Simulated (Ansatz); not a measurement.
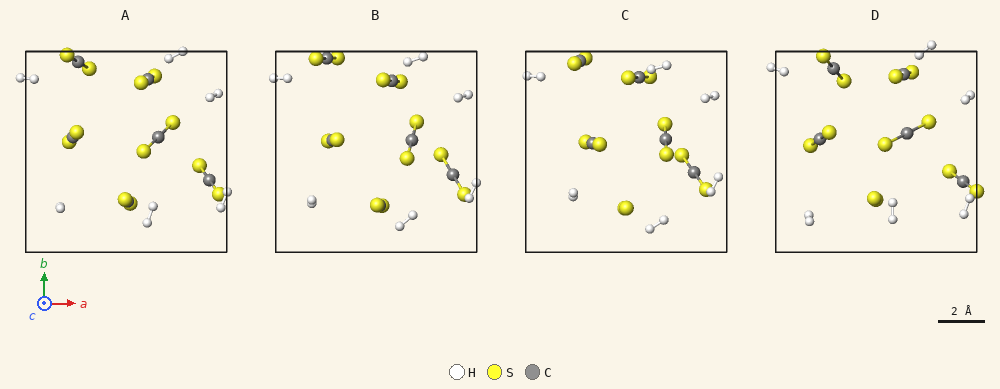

4 geometries from one relaxation of an amorphous cell of composition H2CS2, in shuffled order. The picture is a ball-and-stick view of the cell of the calculation, seen along the c axis.

The cell holds 6 H2 + 6 CS2. The run prepares the start of a later molecular dynamics calculation, from a guessed geometry.

These are results of Ansatz, DFT PBE-D3(BJ), scalar-relativistic, plane waves, PAW, not measurements. Settings: plane-wave cutoff 420 eV; k-point mesh 1 × 1 × 1; occupations fermi dirac; smearing width 0.05 eV; no spin polarisation; atoms relaxed in a fixed cell; force threshold 0.3 eV/Å; at most 15 steps.

Question: Put them in the order of the run, from the start to the converged end.

Answer: C, B, A, D. They are steps 0, 4, 11, 15, at +68.3 meV per atom, +18.6 meV per atom, +7.4 meV per atom relative to the last. Over 13 accepted moves (15 points after the start) the energy falls by 68.3 meV per atom. The largest force component goes from 0.69 to 0.24 eV/Å. 2 steps only repeated the SCF at the same geometry. The forces were under the threshold at step 5, but the run went on from there. An S atom moves most: 1.48 Å roughly along [−3 1 0]. Largest moves by element: S 1.48 Å, H 1.45 Å, C 1.12 Å. The cell stays as it was. Some distances before and after: H–H 0.737 → 0.755 Å, C–S 1.561 → 1.566 Å.
